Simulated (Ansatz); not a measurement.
## Electronic structure of FH3In (charge −1) in real space

Input file:

```
crystal:
  periodic: [false, false, false]
  atoms:
    - {symbol: In, position_ang: [-0.000814, 0.001389, -0.143676]}
    - {symbol: F, position_ang: [0.011016, -0.018520, 1.926217]}
    - {symbol: H, position_ang: [1.718124, 0.010822, -0.603943]}
    - {symbol: H, position_ang: [-0.868514, 1.493987, -0.574918]}
    - {symbol: H, position_ang: [-0.859812, -1.487667, -0.603669]}
basis:
  gaussian: {orbitals: def2-TZVPD, initial_orbitals: start.molden}
total_charge: -1
hamiltonian: {xc: pbe0, dispersion: d4}
output: {orbitals: {seedname: orbitals}}
```

Command:

```sh
ansatz run in.yaml --threads 4 --pin off --events-out ev --progress --plain --max-ram 3916MiB
```

Geometry: B3LYP-D4/def2-TZVPD; core potentials replace the inner electrons of In.

Method: RKS PBE0-D4/def2-TZVPD (Ansatz).

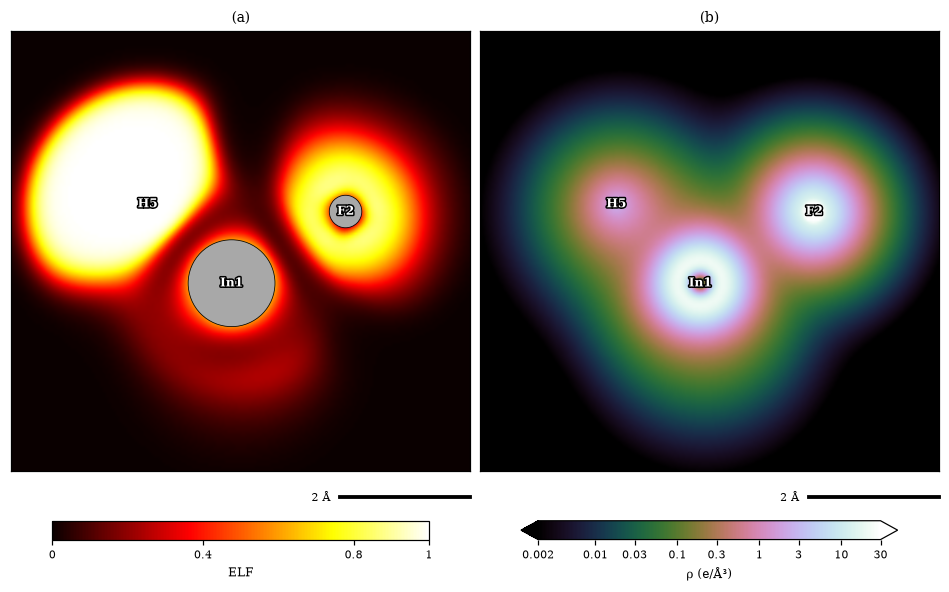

Figure 1. (a) ELF; (b) electron density on the plane of atoms F2, In1 and H5. Grey discs cover the atomic cores in the ELF map.

### Describe what can be read from this map.

- The section cuts through In, F and H sites.
- In–F (2.07 Å): ρ is about 0.58 e/Å³ halfway; the ELF is about 0.15 at the midpoint.
- In–H (1.78 Å): ρ is about 1 e/Å³ halfway; the ELF climbs to about 1 towards the hydrogen.
- The ELF also peaks beside F2, away from the bonds: lone-pair regions.

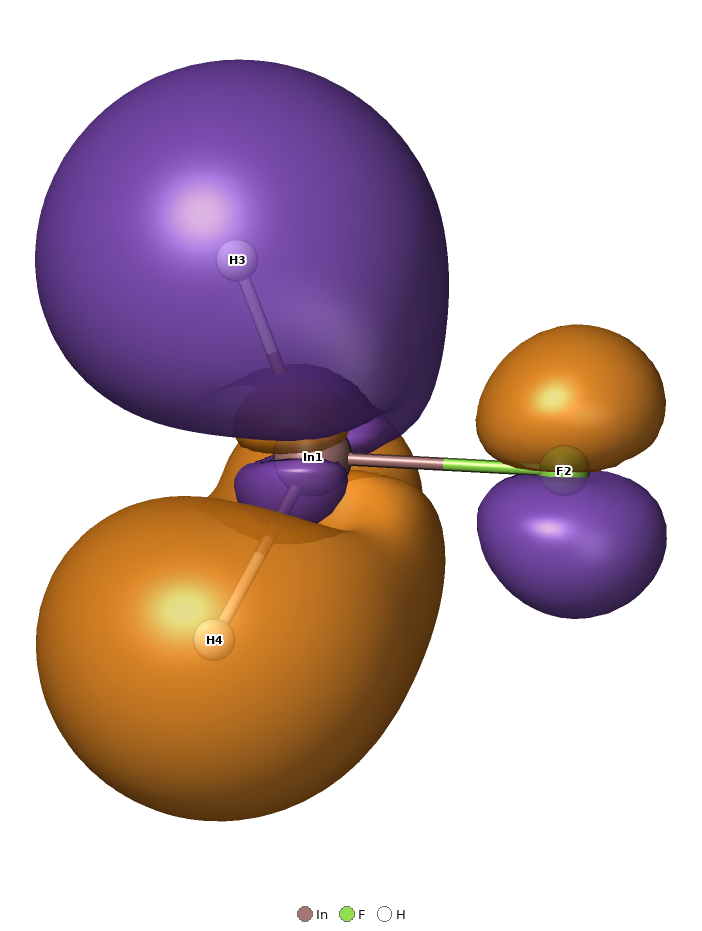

Figure 2. The HOMO at ±0.06 Å⁻³ᐟ² (orange and purple are the two phases), seen at a tilt.

### Where does this orbital lie, and at what energy?

It lies mainly on H3 (about 35 %), In1 (about 35 %), H4 (about 20 %) and F2 (about 10 %). It is one of a degenerate set, so its orientation is arbitrary. Its energy is −2.62 eV.
